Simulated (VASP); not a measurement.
Band structure of PbSe (space group Fm-3m). Computed with PBE GGA, VASP's PBE PAW potentials (set 64) (plane waves; VASP 6.6.1).

Unless said otherwise, spin-orbit coupling is left out, though it shifts the bands of the heavy elements here.

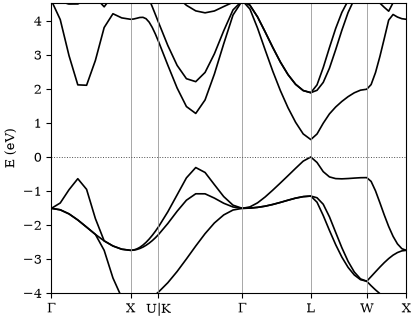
Bands along high-symmetry lines, zero at the valence-band maximum or, without a gap, the Fermi level

Task: Read the plot: is there a gap, and where are the band edges?

Result: The gap is direct, 0.51 eV, from the valence maximum at L to the conduction minimum at L.

The structure comes from a computed database's PbSe entry; how it stands against other phases isn't given here. The cell was not relaxed at this level.
